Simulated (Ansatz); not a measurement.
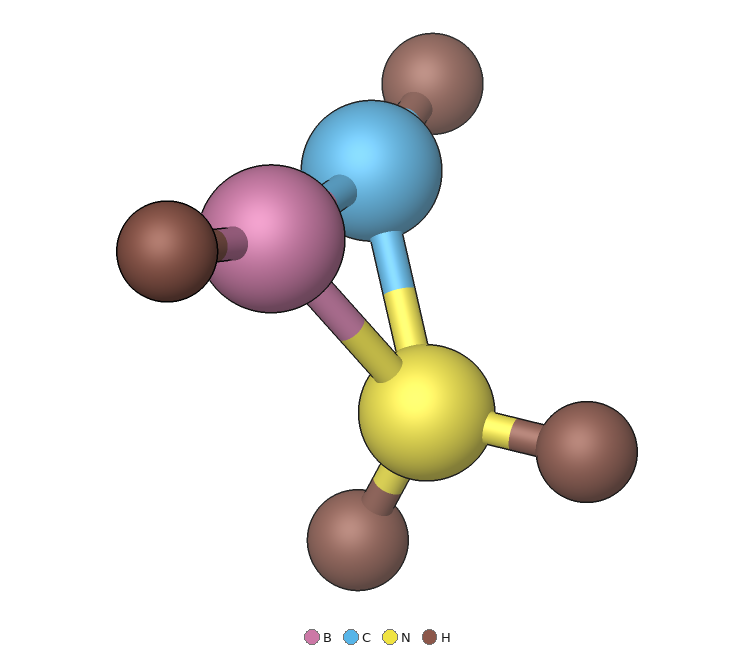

A ball-and-stick model of a molecule.

The geometry was computed by an optimisation with PBE0-D4/def2-TZVP. No frequency run is at hand to confirm it as a minimum.

Question: Give the formula.

Answer: CH4BN, 7 atoms: 1 carbon, 4 hydrogen, 1 boron and 1 nitrogen.

Question: How many sets of symmetry-equivalent atoms are there?

Answer: 6: 1 B, 1 C, 1 N, 1 H, 2 H, 1 H.

Question: Count the bonded pairs by element.

Answer: 2 N–H, 1 C–B, 1 C–N, 1 B–H, 1 B–N, 1 C–H. Sticks follow a distance rule.

The parts below concern this one geometry. Atoms keep their numbers from picture to picture.

## Shape

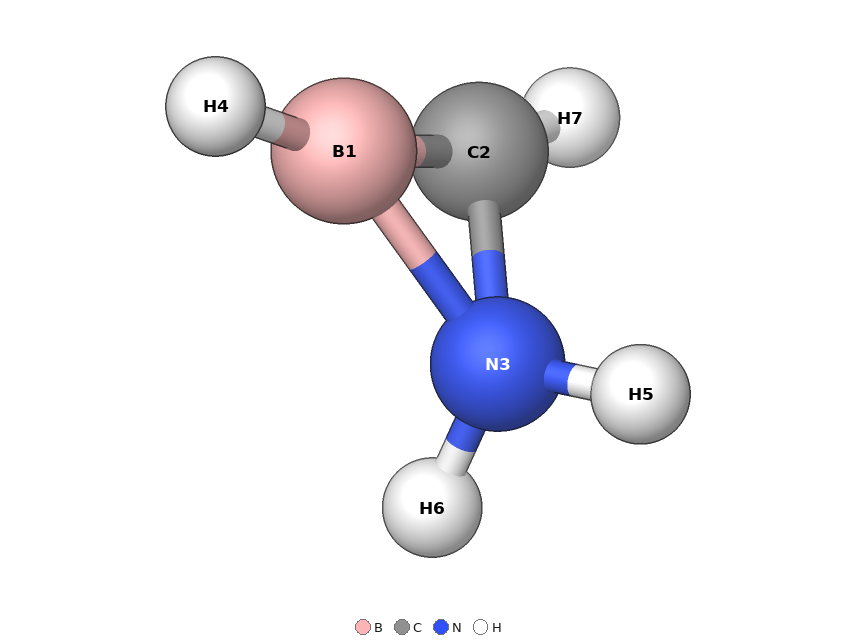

Numbered structure. No frequency run is at hand to confirm it as a minimum.

Give the bond lengths.

```tsv
bond	length (Å)
B1–C2	1.372
B1–N3	1.598
B1–H4	1.180
C2–N3	1.500
C2–H7	1.073
N3–H5	1.014
N3–H6	1.014
```

## Charges

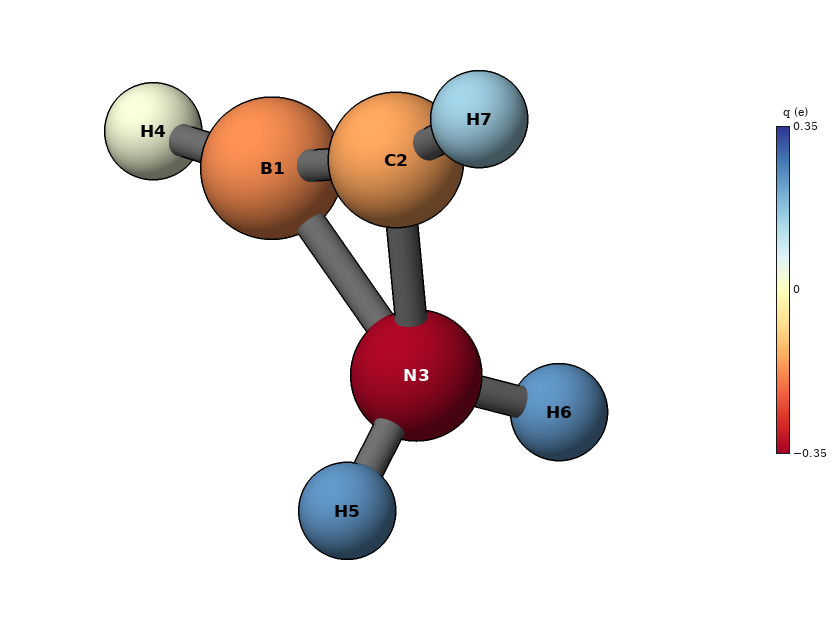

Atoms are coloured by their Mulliken charges. No frequency run is at hand to confirm it as a minimum. Method: RKS PBE0-D4/def2-TZVP (Ansatz 0.2.0).

List the Mulliken charges.

```
atom  value (e)
  B1      −0.17
  C2      −0.15
  N3      −0.34
  H4       0.03
  H5       0.24
  H6       0.24
  H7       0.15
```

## Electronic properties

No frequency run is at hand to confirm it as a minimum. Level of theory: RKS PBE0-D4/def2-TZVPP (Ansatz 0.2.0).

Predict the main results.

- HOMO energy (Kohn–Sham orbital): −6.00 eV
- LUMO energy (Kohn–Sham orbital): 0.58 eV
- HOMO–LUMO gap: 6.57 eV
- dispersion correction: −6.6 kJ/mol

## Dipole moment

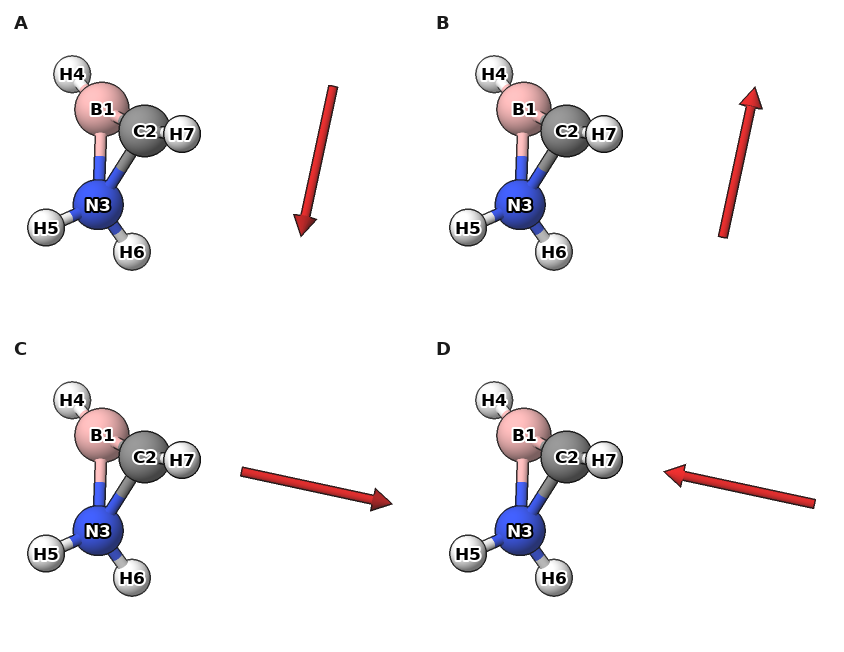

The same molecule four times, each with an arrow. No frequency run is at hand to confirm it as a minimum. Method: RKS PBE0-D4/def2-TZVP (Ansatz 0.2.0).

Question: Which arrow points along the dipole moment, from the negative to the positive end?

Answer: A. The dipole moment is 2.84 D; it points from the side of H4 to the side of H5, H6 (the outermost atoms at the two ends).

Mulliken values depend strongly on the basis set and can even reverse the polarity of a bond.
